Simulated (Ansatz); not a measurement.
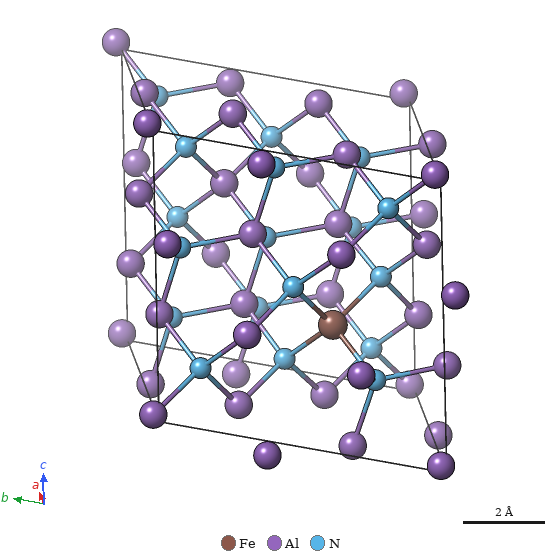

View from a general direction, drawn as a ball-and-stick model. The edges of the supercell are marked. The host is AlN, in a cell of 36 sites, and the cell is neutral.

Q: Identify the point defect.

A: Iron on an aluminium site (a substitutional impurity). It is bonded to four N in a tetrahedral arrangement at about 1.9 Å.

Calculation details: DFT LDA, scalar-relativistic, plane waves, PAW in Ansatz; cutoff 420 eV, Brillouin-zone sampling on a 2×2×2 mesh, Gaussian smearing of 0.01 eV, collinear spins.

Q: Is there a net moment in the defective cell?

A: Yes, 5.0 μB in the cell.

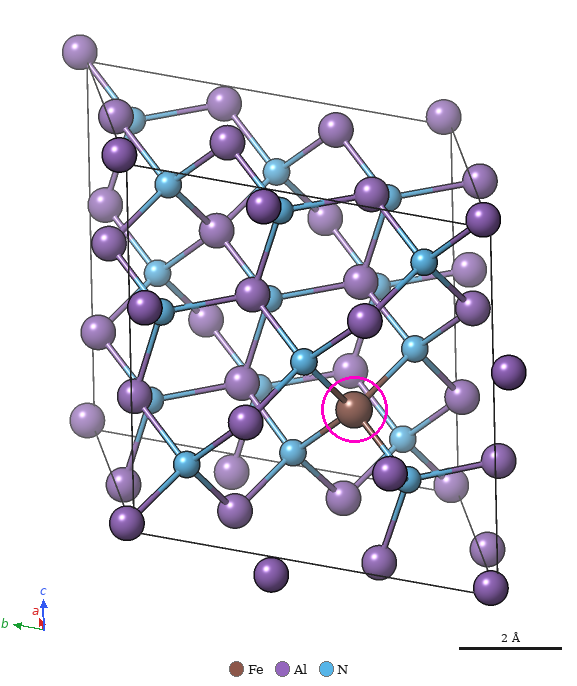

The same cell with a ring at the defect's site.

The atoms were relaxed in the host's cell with DFT LDA, scalar-relativistic, plane waves, PAW in Ansatz.
